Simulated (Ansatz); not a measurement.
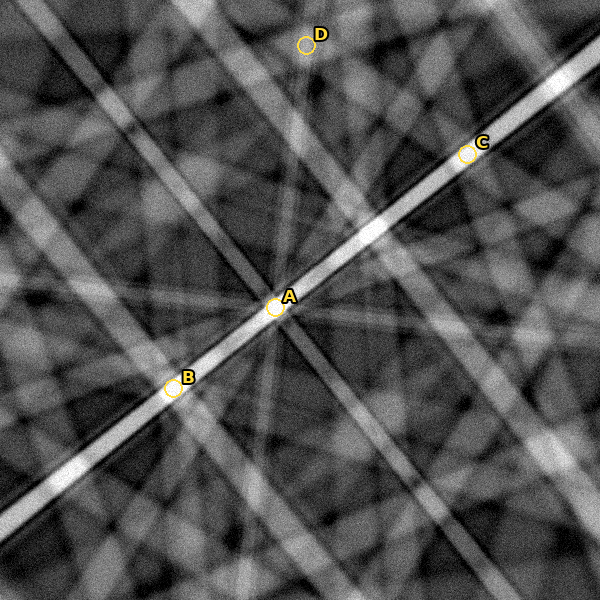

Simulated Kikuchi (electron backscatter) pattern at 10 kV: kinematic bands of width 2θ(Bragg) in gnomonic projection, seen from the camera side; the frame spans ±37° from its centre. Crystal: YMgO₄, space group Imma (No. 74), a = 6.703 Å, b = 7.118 Å, c = 6.780 Å. Structure: the geometry relaxed (final pressure about -4.9 GPa) with DFT, PAW plane waves, r2scan (Ansatz); the starting structure was generated, so it need not be a known form of this composition.

```
Y O Mg
1.0
     6.70275    0.00000    0.00000
     0.00000    7.11808    0.00000
     0.00000    0.00000    6.77986
Y O Mg
4 16 4
Direct
  0.00000 0.25000 0.93968
  0.50000 0.25000 0.56032
  0.50000 0.75000 0.43968
  0.00000 0.75000 0.06032
  0.38779 0.25000 0.90896
  0.11221 0.25000 0.59104
  0.88779 0.25000 0.59104
  0.61221 0.25000 0.90896
  0.50000 0.44794 0.30789
  0.50000 0.94794 0.69211
  0.00000 0.05206 0.19211
  0.00000 0.55206 0.80789
  0.88779 0.75000 0.40896
  0.61221 0.75000 0.09104
  0.38779 0.75000 0.09104
  0.11221 0.75000 0.40896
  0.00000 0.94794 0.80789
  0.00000 0.44794 0.19211
  0.50000 0.55206 0.69211
  0.50000 0.05206 0.30789
  0.00000 0.00000 0.50000
  0.50000 0.00000 0.00000
  0.50000 0.50000 0.00000
  0.00000 0.50000 0.50000
```

Pole A is [010] and pole B is [031].

Index the poles C and D.

C is [03-2], 32.4° from A and 50.0° from B. D is [-12-1], 33.8° from A and 47.8° from B.

Which band joins A and B, and how wide is it?

It comes from the planes common to both zones. The strongest order is 2 0 0 with d = 3.351 Å, so the band is 2θ = 2.1° wide (λ = 0.1220 Å). Other orders of the same planes (4 0 0) lie on the same centre line with other widths.
